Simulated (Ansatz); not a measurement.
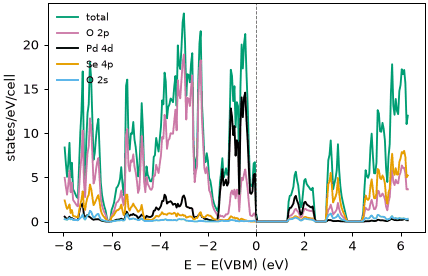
Fig. 1. Total and projected density of states of PdSe2O5 in space group C2/c (No. 15; Pearson symbol mS32), plane-wave PAW r²SCAN (Ansatz code)

Task: Which orbitals carry the states next to the gap?

Result: Top 1 eV of the valence band: Pd 4d 71 %, O 2p 24 %. Bottom 1 eV of the conduction band: Pd 4d 49 %, O 2p 28 %, Se 4p 11 %, O 2s 8 %. Projections are on Löwdin-orthogonalised atomic valence shells; empty p or d shells of many metals are not among them.

Task: Where is the tallest occupied peak in this window, and what makes it?

Result: Near -3.0 eV, about 24 states/eV per cell; the largest projected share is O 2p.

The workflow started from a Materials Project entry (that database holds measured and hypothetical structures alike); the Crystallography Open Database files this formula in space group No. 15, but the cells were not matched. Its standing as an ambient phase is unchecked. Symmetry was held in the r²SCAN relaxation; whether a distortion lowers the energy is not shown. No spin polarisation was allowed. A crystal of weakly bound chains computed without a dispersion correction: the cell and the soft elastic constants depend strongly on that. Scalar-relativistic: spin–orbit coupling is off unless named, which matters more the heavier the elements.

Potentials: the later of the program's two PAW sets.
